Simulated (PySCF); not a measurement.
System: C6H5Cl2FSi.

Input file:

```
{"job": {"kind": "nmr", "xc": "PBE0", "basis": "pcSseg-1"}, "charge": 0, "multiplicity": 1}
C     -1.656458     3.147426    -0.386726
C     -1.404909     1.985750    -0.563256
Si    -0.983929     0.211150    -0.828595
F     -1.334199    -0.161223    -2.359699
C      0.747973    -0.237374    -0.443025
C      1.880931    -0.545595    -0.167515
C      3.236394    -0.918131     0.143146
C     -2.195739    -0.860425     0.219421
Cl    -2.137458    -0.381158     1.933059
Cl    -1.787078    -2.587504     0.077246
H     -1.886675     4.162841    -0.236232
H      3.909370    -0.534247    -0.622887
H      3.320999    -2.003687     0.180126
H      3.523052    -0.505671     1.109929
H     -3.236689    -0.764165    -0.088214
```

Command:

```sh
OMP_NUM_THREADS=1 python probes_run.py task.json out
```

Geometry: GFN2-xTB.

Method: PySCF 2.14.0, PBE0/pcSseg-1, SCF density, gas phase, non-relativistic.

Question: What will maps of the electron density and electron localisation function show?

Answer: C–C (1.20 Å): ρ is about 2.8 e/Å³ halfway; the ELF peaks at about 0.85 between the atoms: a multiple bond.
C–Si (1.83 Å): ρ at the midpoint is about 0.98 e/Å³; the ELF peaks at about 0.95 between the atoms: localised, covalent bonding.
C–H (1.05 Å): ρ at the midpoint is about 2.2 e/Å³; the ELF climbs to about 1 towards the hydrogen, as it does in any bond to H (an ordinary covalent bond to hydrogen).

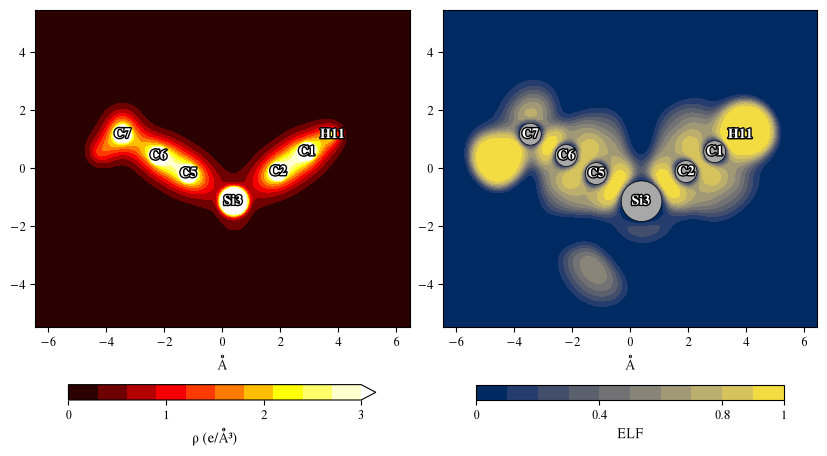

Computed electron density and electron localisation function on the plane of atoms C2, Si3 and C5, in this order. Grey discs cover the atomic cores in the ELF map. 
